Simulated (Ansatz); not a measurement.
Effect of Te → Re on BeTe

Start from BeTe in the zinc blende structure (space group F-43m, No. 216; a = 5.657 Å).

Perturbation: every Te is replaced by Re, then cell and atoms are relaxed.

Method: r2SCAN (Ansatz, a first-principles code), no spin-orbit coupling. k-mesh 16×16×16 (Γ-centred); smearing 0.05 eV (Fermi–Dirac), for the changed cell.

```yaml
density: 10.94 g/cm³ (base 5.01 g/cm³)
space_group: F-43m (No. 216) (base F-43m (No. 216))
shortest_interatomic_distance: 2.127 Å (base 2.450 Å)
band_gap: zero (base 2.38 eV)
```

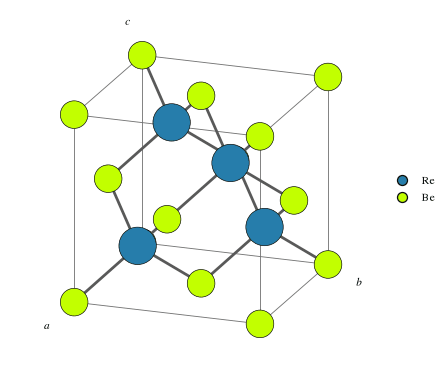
Fig. 1. The relaxed conventional cell after the change

Spin-orbit coupling, missing from the scalar runs, can matter with Te. Whether these cells are dynamically stable was not tested. As relaxed here, BeRe is a hypothetical phase, not in the database extracts checked. The final runs are not spin-polarised. BeRe has a high density of states at the Fermi level and may be magnetic at this level.
